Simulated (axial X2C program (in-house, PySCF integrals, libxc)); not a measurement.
**CrH⁺: bond curves with and without spin–orbit coupling**

Aim: find the lowest determinant of CrH⁺, scan the bond at several levels and fit the constants, once spin-free and once with spin–orbit coupling.

Program: an in-house X2C program for linear molecules on PySCF integrals. Level of theory: all-electron X2C, Cr dyall-cv3z, H dyall-v3z. These are calculated values, not measurements.

### 1 Set-up

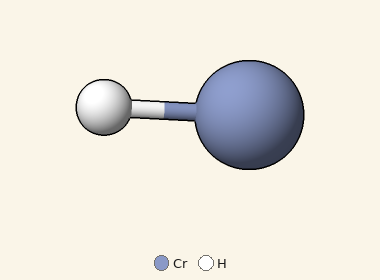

The two atoms at 1.540 Å (chromium light blue, hydrogen white).

The input, task.json:

```json
{"zs": [24, 1], "q": 1, "bas": ["dyall-cv3z", "dyall-v3z"], "levels": ["PBE0", "HF", "PBE"], "cc": true, "r0": 1.54, "thr": -2.0, "nmax": 90, "npts": 10, "nst": 2, "ntry": 6}
```

Keys: zs atomic numbers; q charge; bas basis sets; levels methods (HF also brings MP2); cc coupled cluster on or off; r0 starting distance in Å; thr threshold in hartree for freezing inner shells (an s shell follows its p shell); nmax most natural virtual spinors; npts points asked for on the curve; nst determinants followed; ntry starts of the search.

Command:

```sh
> python so2c.py task.json out
```

Spin-free means the one-electron spin-free X2C Hamiltonian; two-component (2c) means X2C with spin–orbit coupling and atomic mean-field two-electron Coulomb and Gaunt terms. Basis: Cr dyall-cv3z contracted to [9s10p6d3f2g], H dyall-v3z contracted to [6s2p1d]; Gaussian nuclei, density fitting. Masses: Cr 51.941 u, H 1.008 u.

Notation: σ, π±, δ± give the projection m of an orbital's angular momentum (0, ±1, ±2), α and β its spin, Λ and M_S the sums; ω is the projection of a spinor's total angular momentum and Ω the sum. Logs are in hartree.

The results follow Hamiltonian by Hamiltonian and level by level.

### 2 Search for the lowest determinant

PBE0 moves the distance from 1.540 Å to 1.598 Å and compares determinants there.

Spin-free determinants:

```
ΔE (eV)           state                                       open shells
   0.00  M_S = 2, Λ = 0          beyond closed shells: π+α, π-α, δ+α, δ-α
   1.01  M_S = 2, Λ = 1           beyond closed shells: σα, π+α, δ+α, δ-α
   1.19  M_S = 2, Λ = 2           beyond closed shells: σα, π+α, π-α, δ+α
   1.74  M_S = 3, Λ = 0  beyond closed shells: 2 × σα, π+α, π-α, δ+α, δ-α
   2.39  M_S = 1, Λ = 0          beyond closed shells: π+α, π-α, δ+α, δ-β
   2.51  M_S = 1, Λ = 2           beyond closed shells: σβ, π+α, π-α, δ+α
   2.53  M_S = 1, Λ = 1           beyond closed shells: σβ, π+α, δ+α, δ-α
```

Two-component determinants:

| ΔE (eV) | state | open shells |
| --- | --- | --- |
| 0.00 | Ω = 2 | excess of +ω over −ω: ω = -1/2, ω = 5/2 |
| 1.00 | Ω = 1 | excess of +ω over −ω: ω = -3/2, ω = 5/2 |
| 1.02 | Ω = 3 | excess of +ω over −ω: ω = 1/2, ω = 5/2 |
| 1.23 | Ω = 4 | excess of +ω over −ω: ω = 3/2, ω = 5/2 |
| 2.34 | Ω = 1 | excess of +ω over −ω: ω = -1/2, ω = 3/2 |
| 2.44 | Ω = 1 | excess of +ω over −ω: ω = -1/2, ω = 3/2 |
| 2.52 | Ω = 0 | excess of +ω over −ω: 2 × ω = -1/2, ω = -3/2, ω = 5/2 |

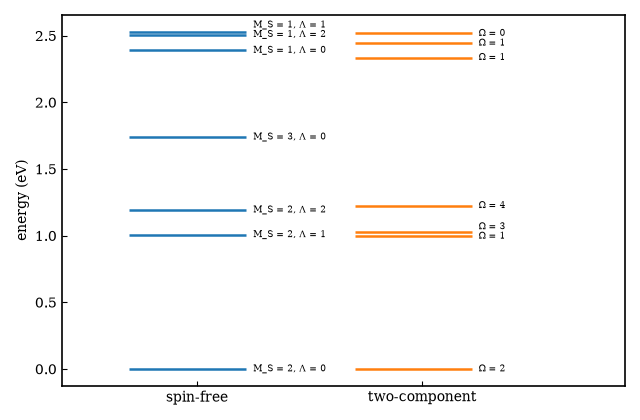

The determinants found, each set from its own lowest.

### 3 PBE0, spin-free

State followed: M_S = 2, Λ = 0 (beyond closed shells: π+α, π-α, δ+α, δ-α). The scan is laid around 1.598 Å, a first estimate of the minimum, and this SCF restarts from the orbitals of the search.

Output at 1.598 Å:

```text
spin-free X2C-1e  PBE0
basis functions 125  fitting functions 704  grid points 5071
iter        total energy     max residual
   1      -1050.894582061     2.54e-06
   2      -1050.894582061     1.83e-06
converged
one-electron -1455.00249217  Coulomb 445.28793218  exact exchange -12.04573230  xc functional -37.08188242  nuclear repulsion 7.94759265
```

Along the bond, energies from the lowest point:

```csv
R (Å),E (eV),μ (D),HOMO (eV),LUMO (eV),iterations
1.390,0.3521,-2.16,-14.31,-9.97,11
1.454,0.1526,-2.23,-14.41,-10.03,10
1.502,0.0628,-2.26,-14.47,-10.07,10
1.550,0.0144,-2.28,-14.52,-10.11,10
1.598,0.0000,-2.29,-14.56,-10.15,2
1.654,0.0177,-2.29,-14.59,-10.19,11
1.710,0.0645,-2.26,-14.57,-10.23,11
1.782,0.1553,-2.19,-14.46,-10.26,11
1.870,0.2958,-2.06,-14.19,-10.27,11
1.998,0.5224,-1.77,-13.83,-10.22,11
```

Dipoles are positive if H is the positive end and refer to the centre of mass.

Outer orbitals at the reference distance:

```csv
symmetry,occupied,ε (eV),atomic character
σα,yes,-15.08,"42% Cr d, 40% H s, 14% Cr s"
π+α,yes,-14.94,98% Cr d
π-α,yes,-14.94,98% Cr d
σβ,yes,-14.77,"59% H s, 17% Cr d, 15% Cr s"
δ-α,yes,-14.56,100% Cr d
δ+α,yes,-14.56,100% Cr d
σα,no,-10.15,"44% Cr s, 44% Cr d, 12% H s"
σβ,no,-7.97,"52% Cr s, 38% Cr d, 5% Cr p"
σα,no,-7.97,"57% Cr p, 20% Cr s, 13% H s"
π-β,no,-6.70,"97% Cr d, 3% H p"
```

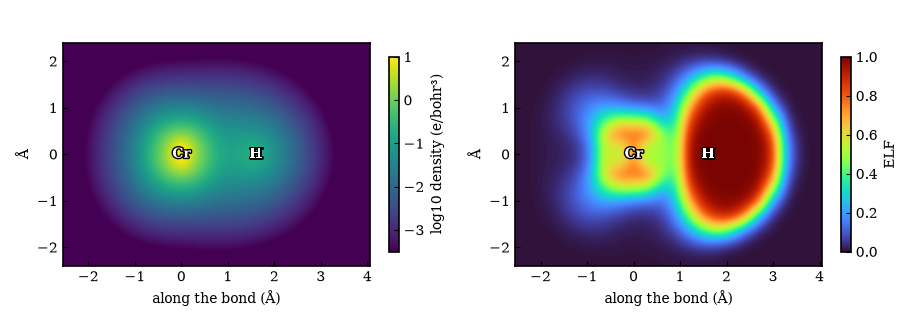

PBE0 fields in a plane through the axis, from a grid of 0.3 Å; Cr lies at z = 0 and H at z = 1.598 Å; the ELF is damped to zero where the density is low.

Re = 1.597 Å, ωe = 1819 cm⁻¹, ωexe = 42.5 cm⁻¹, Be = 6.683 cm⁻¹, De = 1.49 eV, μ = -2.29 D.

### 4 HF, spin-free

The SCF at the reference distance of 1.598 Å:

```text
spin-free X2C-1e  HF
basis functions 125  fitting functions 704  grid points 5071
iter        total energy     max residual
   1      -1049.949896555     1.21e-01
   2      -1049.968387133     1.58e-02
   3      -1049.971429220     1.14e-02
   4      -1049.972364226     7.06e-03
   5      -1049.973293845     5.05e-03
   6      -1049.973728007     3.64e-03
   7      -1049.974087876     2.24e-03
   8      -1049.974268301     5.03e-04
   9      -1049.974283041     2.15e-04
  10      -1049.974284813     1.02e-04
  11      -1049.974285136     5.78e-05
  12      -1049.974285287     1.81e-05
  13      -1049.974285308     3.42e-06
  14      -1049.974285309     1.34e-06
converged
one-electron -1454.06222051  Coulomb 444.38660213  exact exchange -48.24625959  xc functional 0.00000000  nuclear repulsion 7.94759265
```

Re = 1.655 Å, ωe = 1823 cm⁻¹, Be = 6.229 cm⁻¹, De = 0.587 eV, μ = -3.75 D.

### 5 PBE, spin-free

Output at 1.598 Å:

```text
spin-free X2C-1e  PBE
basis functions 125  fitting functions 704  grid points 5071
iter        total energy     max residual
   1      -1050.874522890     4.05e-02
   2      -1050.876886307     8.99e-03
   3      -1050.872079000     2.97e-02
   4      -1050.877526768     2.58e-03
   5      -1050.877630953     3.45e-04
   6      -1050.877632904     1.33e-04
   7      -1050.877633175     1.90e-04
   8      -1050.877633484     2.22e-05
   9      -1050.877633487     2.88e-06
  10      -1050.877633487     3.95e-07
converged
one-electron -1454.95041133  Coulomb 445.21094600  exact exchange 0.00000000  xc functional -49.08576081  nuclear repulsion 7.94759265
```

Re = 1.597 Å, ωe = 1795 cm⁻¹, ωexe = 40.2 cm⁻¹, Be = 6.687 cm⁻¹, De = 1.76 eV, μ = -1.94 D.

### 6 Correlated methods, spin-free

Correlated methods: 6 electrons correlated (frozen shells, counted by type: Cr 3 s, 2 p; H none), 196 virtual spinors in MP2, 73 natural virtuals in coupled cluster.

Output of the correlated part at 1.598 Å:

```text
correlated 6  virtual 196  natural virtual 73  E(MP2) -0.096918027  MP2 remainder -0.002210541
iter   CCSD correlation   residual
   1     -0.104195372   7.93e-02
   2     -0.109186582   4.17e-02
   3     -0.110804263   2.25e-02
   4     -0.111635655   1.24e-02
   5     -0.111827123   4.39e-03
   6     -0.111839839   2.02e-03
   7     -0.111855653   8.70e-04
   8     -0.111853037   3.30e-04
   9     -0.111852319   1.10e-04
  10     -0.111852372   2.96e-05
  11     -0.111853096   1.04e-05
  12     -0.111853278   4.03e-06
  13     -0.111853347   1.59e-06
  14     -0.111853345   5.86e-07
(T) -0.002683302  T1 0.0590  D1 0.1179  max T2 0.075
```

T1 in the output is the amplitude norm over the root of the electron number; divide by √2 for the Lee–Taylor value.

MP2: Re = 1.590 Å, ωe = 1949 cm⁻¹, Be = 6.742 cm⁻¹, De = 1.07 eV.

CCSD: Re = 1.604 Å, ωe = 1896 cm⁻¹, ωexe = 21.8 cm⁻¹, Be = 6.63 cm⁻¹, De = 1.39 eV. T1 at Re = 0.042 (Lee–Taylor, the printed value over √2).

CCSD(T): Re = 1.602 Å, ωe = 1896 cm⁻¹, ωexe = 21.2 cm⁻¹, Be = 6.648 cm⁻¹, De = 1.42 eV. T1 at Re = 0.042 (Lee–Taylor, the printed value over √2).

### 7 A higher determinant, spin-free

State: M_S = 2, Λ = 1 (beyond closed shells: σα, π+α, δ+α, δ-α).

Output at the reference distance:

```text
spin-free X2C-1e  PBE0
basis functions 125  fitting functions 704  grid points 5071
iter        total energy     max residual
   1      -1050.857576758     5.43e-06
   2      -1050.857576759     2.91e-06
converged
one-electron -1453.23596602  Coulomb 443.44114345  exact exchange -12.02056214  xc functional -36.98978470  nuclear repulsion 7.94759265
```

```csv
R (Å),E above the lowest PBE0 point (eV)
1.390,1.523
1.454,1.268
1.502,1.139
1.550,1.054
1.598,1.007
1.654,0.991
1.710,1.010
1.782,1.075
1.870,1.198
```

Re = 1.649 Å, ωe = 1758 cm⁻¹, ωexe = 27 cm⁻¹, Be = 6.269 cm⁻¹, μ = -2.62 D. Te = 0.99 eV.

### 8 The spin-free curves together

Energy (eV) of the followed determinant, spin-free, from each level's lowest point:

```csv
R (Å),PBE0,HF,MP2,CCSD,CCSD(T),PBE
1.390,0.352,0.597,0.358,n/a,n/a,0.343
1.454,0.153,0.315,0.152,0.177,0.172,0.148
1.502,0.063,0.171,0.060,0.077,0.074,0.061
1.550,0.014,0.075,0.011,0.020,0.018,0.014
1.598,0.000,0.021,0.000,0.000,0.000,0.000
1.654,0.018,0.000,0.025,0.015,0.017,0.017
1.710,0.064,0.017,0.085,0.065,0.067,0.063
1.782,0.155,0.083,0.202,0.167,0.171,0.152
1.870,0.296,0.210,0.395,n/a,n/a,0.291
1.998,0.522,0.438,0.749,n/a,n/a,0.521
```

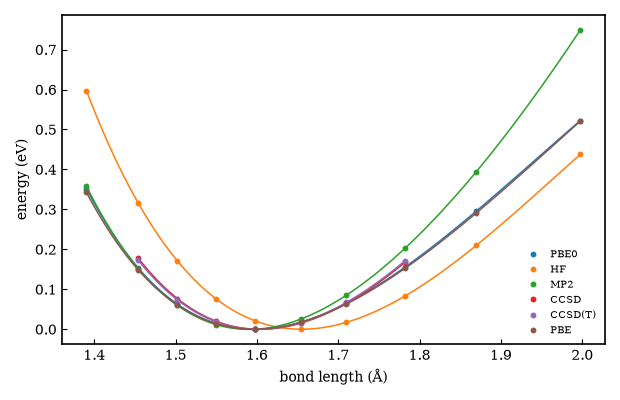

Curves of the followed state, spin-free, each from its own lowest point.

### 9 PBE0, 2c

State followed: Ω = 2 (excess of +ω over −ω: ω = -1/2, ω = 5/2). The scan is laid around 1.598 Å, a first estimate of the minimum, and this SCF restarts from the orbitals of the search.

The SCF at the reference distance of 1.598 Å:

```text
two-component X2C + atomic mean field  PBE0
basis functions 125  fitting functions 704  grid points 5071
iter        total energy     max residual
   1      -1050.641145709     8.09e-06
   2      -1050.641145708     1.67e-05
converged
one-electron -1454.37675738  Coulomb 445.16456722  exact exchange -12.04273773  xc functional -37.07265964  nuclear repulsion 7.94759265  atomic mean-field constant -0.26115083
```

Along the bond, energies from the lowest point:

```csv
R (Å),E (eV),μ (D),HOMO (eV),LUMO (eV),iterations
1.390,0.3521,-2.16,-14.28,-9.97,11
1.454,0.1527,-2.22,-14.38,-10.03,10
1.502,0.0629,-2.26,-14.44,-10.07,10
1.550,0.0144,-2.28,-14.49,-10.11,10
1.598,0.0000,-2.29,-14.53,-10.15,2
1.654,0.0176,-2.28,-14.56,-10.19,11
1.710,0.0643,-2.26,-14.56,-10.23,11
1.782,0.1549,-2.19,-14.47,-10.26,11
1.870,0.2951,-2.05,-14.19,-10.27,11
1.998,0.5212,-1.76,-13.83,-10.22,11
```

Dipoles are positive if H is the positive end and refer to the centre of mass.

Outer spinors at the reference distance:

```csv
ω,occupied,ε (eV),atomic character,λ mixture
1/2,yes,-15.08,"42% Cr d, 39% H s, 14% Cr s",100% σ
-1/2,yes,-14.96,98% Cr d,"99% π, 1% σ"
3/2,yes,-14.93,98% Cr d,100% π
-1/2,yes,-14.77,"59% H s, 18% Cr d, 15% Cr s","99% σ, 1% π"
-3/2,yes,-14.59,100% Cr d,100% δ
5/2,yes,-14.53,100% Cr d,100% δ
1/2,no,-10.15,"44% Cr s, 44% Cr d, 12% H s",100% σ
-1/2,no,-7.97,"52% Cr s, 38% Cr d, 5% Cr p",100% σ
1/2,no,-7.97,"57% Cr p, 20% Cr s, 13% H s",100% σ
1/2,no,-6.71,"97% Cr d, 3% H p",100% π
```

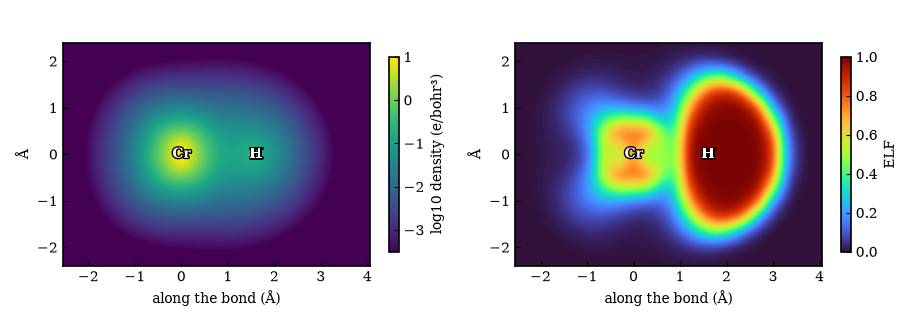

PBE0 fields in a plane through the axis, from a grid of 0.3 Å; Cr lies at z = 0 and H at z = 1.598 Å; the ELF is damped to zero where the density is low.

Re = 1.597 Å, ωe = 1818 cm⁻¹, ωexe = 42.6 cm⁻¹, Be = 6.683 cm⁻¹, De = 1.48 eV, μ = -2.29 D.

### 10 HF, 2c

The SCF at the reference distance of 1.598 Å:

```text
two-component X2C + atomic mean field  HF
basis functions 125  fitting functions 704  grid points 5071
iter        total energy     max residual
   1      -1049.696699243     1.21e-01
   2      -1049.715174931     1.59e-02
   3      -1049.718209466     1.13e-02
   4      -1049.719140856     7.03e-03
   5      -1049.720065265     5.04e-03
   6      -1049.720497062     3.64e-03
   7      -1049.720858306     2.25e-03
   8      -1049.721041957     5.11e-04
   9      -1049.721057118     2.17e-04
  10      -1049.721058965     1.03e-04
  11      -1049.721059300     5.83e-05
  12      -1049.721059461     1.79e-05
  13      -1049.721059485     1.01e-05
  14      -1049.721059486     8.09e-06
  15      -1049.721059487     5.82e-06
  16      -1049.721059488     2.86e-06
converged
one-electron -1453.43666860  Coulomb 444.26343874  exact exchange -48.23427145  xc functional 0.00000000  nuclear repulsion 7.94759265  atomic mean-field constant -0.26115083
```

Re = 1.655 Å, ωe = 1822 cm⁻¹, Be = 6.229 cm⁻¹, De = 0.580 eV, μ = -3.74 D.

### 11 PBE, 2c

The SCF at the reference distance of 1.598 Å:

```text
two-component X2C + atomic mean field  PBE
basis functions 125  fitting functions 704  grid points 5071
iter        total energy     max residual
   1      -1050.620991209     4.05e-02
   2      -1050.623353553     9.00e-03
   3      -1050.618536173     2.98e-02
   4      -1050.623993778     2.59e-03
   5      -1050.624097932     3.45e-04
   6      -1050.624099899     1.33e-04
   7      -1050.624100173     1.91e-04
   8      -1050.624100486     2.24e-05
   9      -1050.624100489     2.88e-06
  10      -1050.624100489     3.93e-07
converged
one-electron -1454.32463870  Coulomb 445.08753104  exact exchange 0.00000000  xc functional -49.07343465  nuclear repulsion 7.94759265  atomic mean-field constant -0.26115083
```

Re = 1.597 Å, ωe = 1794 cm⁻¹, ωexe = 40.2 cm⁻¹, Be = 6.686 cm⁻¹, De = 1.76 eV, μ = -1.94 D.

### 12 MP2 and beyond, 2c

Correlated methods: 6 electrons correlated (frozen shells, counted by type: Cr 3 s, 2 p; H none), 196 virtual spinors in MP2, 73 natural virtuals in coupled cluster.

Output of the correlated part at 1.598 Å:

```text
correlated 6  virtual 196  natural virtual 73  E(MP2) -0.096931269  MP2 remainder -0.002209621
iter   CCSD correlation   residual
   1     -0.104208559   7.93e-02
   2     -0.109203813   4.17e-02
   3     -0.110824844   2.25e-02
   4     -0.111656889   1.24e-02
   5     -0.111847988   4.38e-03
   6     -0.111860444   2.01e-03
   7     -0.111876301   8.69e-04
   8     -0.111873647   3.30e-04
   9     -0.111872932   1.10e-04
  10     -0.111872982   2.97e-05
  11     -0.111873710   1.05e-05
  12     -0.111873893   4.11e-06
  13     -0.111873962   1.65e-06
  14     -0.111873959   6.36e-07
(T) -0.002684949  T1 0.0590  D1 0.1179  max T2 0.075
```

MP2: Re = 1.590 Å, ωe = 1949 cm⁻¹, Be = 6.743 cm⁻¹, De = 1.06 eV.

CCSD: Re = 1.604 Å, ωe = 1896 cm⁻¹, ωexe = 21.9 cm⁻¹, Be = 6.63 cm⁻¹, De = 1.38 eV. T1 at Re = 0.042 (Lee–Taylor, the printed value over √2).

CCSD(T): Re = 1.602 Å, ωe = 1896 cm⁻¹, ωexe = 21.3 cm⁻¹, Be = 6.648 cm⁻¹, De = 1.42 eV. T1 at Re = 0.042 (Lee–Taylor, the printed value over √2).

### 13 A higher determinant, 2c

State: Ω = 1 (excess of +ω over −ω: ω = -3/2, ω = 5/2).

Output at the reference distance:

```text
two-component X2C + atomic mean field  PBE0
basis functions 125  fitting functions 704  grid points 5071
iter        total energy     max residual
   1      -1050.604565966     1.13e-05
   2      -1050.604565970     9.69e-06
   3      -1050.604565971     6.09e-06
converged
one-electron -1452.61225900  Coulomb 443.31945562  exact exchange -12.01758073  xc functional -36.98062368  nuclear repulsion 7.94759265  atomic mean-field constant -0.26115083
```

```csv
R (Å),E above the lowest PBE0 point (eV)
1.390,1.512
1.454,1.256
1.502,1.127
1.550,1.043
1.598,0.995
1.654,0.980
1.710,0.999
1.782,1.063
1.870,1.186
```

Re = 1.649 Å, ωe = 1757 cm⁻¹, ωexe = 27 cm⁻¹, Be = 6.268 cm⁻¹, μ = -2.62 D. Te = 0.98 eV.

### 14 The 2c curves together

Energy (eV) of the followed determinant, 2c, from each level's lowest point:

```csv
R (Å),PBE0,HF,MP2,CCSD,CCSD(T),PBE
1.390,0.352,0.597,0.358,n/a,n/a,0.343
1.454,0.153,0.315,0.152,0.177,0.172,0.148
1.502,0.063,0.171,0.060,0.077,0.073,0.061
1.550,0.014,0.075,0.011,0.020,0.018,0.014
1.598,0.000,0.021,0.000,0.000,0.000,0.000
1.654,0.018,0.000,0.025,0.015,0.017,0.017
1.710,0.064,0.017,0.085,0.065,0.067,0.063
1.782,0.155,0.083,0.202,0.167,0.171,0.152
1.870,0.295,0.210,0.394,n/a,n/a,0.291
1.998,0.521,0.438,0.748,n/a,n/a,0.520
```

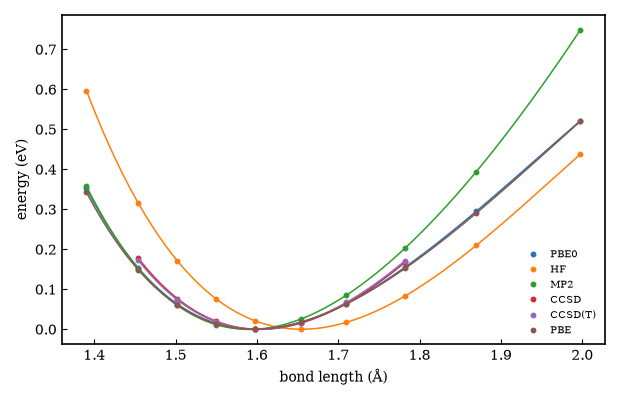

Curves of the followed state, 2c, each from its own lowest point.

The whole job took 57 s on 1 thread of Arm Neoverse V1, shared host.

### 15 Results

Lowest determinant that the search found at its distance, spin-free: M_S = 2, Λ = 0 (beyond closed shells: π+α, π-α, δ+α, δ-α).

Lowest determinant that the search found at its distance, 2c: Ω = 2 (excess of +ω over −ω: ω = -1/2, ω = 5/2).

```tsv
Hamiltonian	level	Re (Å)	ωe (cm⁻¹)	De (eV)	μ (D)
spin-free	PBE0	1.597	1819	1.49	-2.29
spin-free	HF	1.655	1823	0.587	-3.75
spin-free	MP2	1.590	1949	1.07	n/a
spin-free	CCSD	1.604	1896	1.39	n/a
spin-free	CCSD(T)	1.602	1896	1.42	n/a
spin-free	PBE	1.597	1795	1.76	-1.94
2c	PBE0	1.597	1818	1.48	-2.29
2c	HF	1.655	1822	0.580	-3.74
2c	MP2	1.590	1949	1.06	n/a
2c	CCSD	1.604	1896	1.38	n/a
2c	CCSD(T)	1.602	1896	1.42	n/a
2c	PBE	1.597	1794	1.76	-1.94
```

Dipoles are positive if H is the positive end and refer to the centre of mass.

Time per point (s) on 1 thread of Arm Neoverse V1, shared host (2c runs; CCSD comes with the CCSD(T) run); the times are rough: PBE0 0.27, HF 0.18, MP2 0.23, CCSD(T) 1.1, PBE 0.2.

What this shows: At CCSD(T), going from spin-free to two-component changes Re by 0 mÅ, ωe by 0.0 %; the spin-free picture holds up (part of it comes from the scalar share of the two-electron terms). De moves by -0.01 eV; both De rest on single-determinant atoms, which can miss part of an open shell's spin–orbit lowering.

De refers to Cr+ + H, each in the lowest determinant found, which need not be this curve's own limit. The state is a single determinant with fixed occupations, the lowest that a limited PBE0 search found. Dissociation energies refer to the lowest single-determinant-based atoms at the same level and basis. Density functionals use the spin component along the axis (collinear). Coupled cluster ran in a truncated set of natural virtual spinors; the MP2 energy of the rest was added. With several unpaired electrons one determinant need not be a pure state. The spin-free determinant is spin-contaminated at some levels, which hurts MP2 most. T1 at Re is 0.042 (Lee–Taylor), above the customary mark of 0.02.
